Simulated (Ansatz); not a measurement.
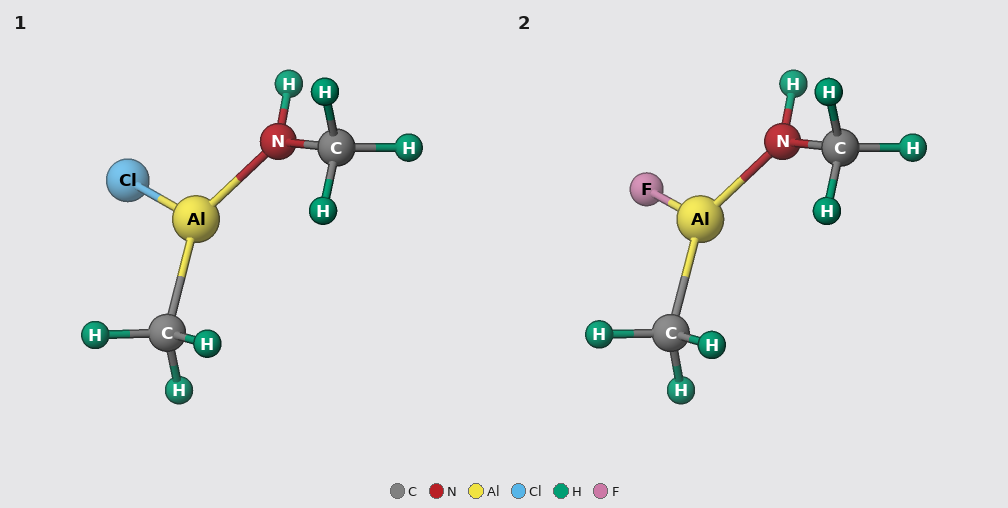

2 molecules with one skeleton, seen from the same side and at one scale. Charge 0, singlet. Computed geometries: PBE0-D4/def2-TZVP optimisations, one conformation each. Properties computed with Ansatz 0.2.0.

One atom differs, called X below: Cl in panel 1, F in panel 2. Their formulas are C2H7AlClN (`C[NH][Al]([CH3])[Cl]`), C2H7AlFN (`C[NH][Al]([CH3])[F]`).

### In which is the length of X–Al larger (PBE0-D4/def2-TZVP)?

In panel 1 (X = Cl).

### In which is the dipole moment larger (PBE0-D4/def2-TZVP)?

In panel 1 (X = Cl).

Give the values. With PBE0-D4/def2-TZVP: length of X–Al (Å), angle C–Al–X (°), dipole moment (D), harmonic zero-point energy (kJ/mol). With PBE0-D4/def2-QZVPP: HOMO energy (Kohn–Sham orbital) (eV), HOMO–LUMO gap (eV).

| quantity | 1 (Cl) | 2 (F) | 2 − 1 |
| --- | --- | --- | --- |
| length of X–Al (Å) | 2.108 | 1.656 | −0.452 |
| angle C–Al–X (°) | 120.6 | 119.9 | −0.7 |
| HOMO energy (Kohn–Sham orbital) (eV) | −6.95 | −6.88 | +0.07 |
| HOMO–LUMO gap (eV) | 6.72 | 6.66 | −0.06 |
| dipole moment (D) | 2.23 | 2.03 | −0.20 |
| harmonic zero-point energy (kJ/mol) | 241.2 | 243.5 | +2.3 |
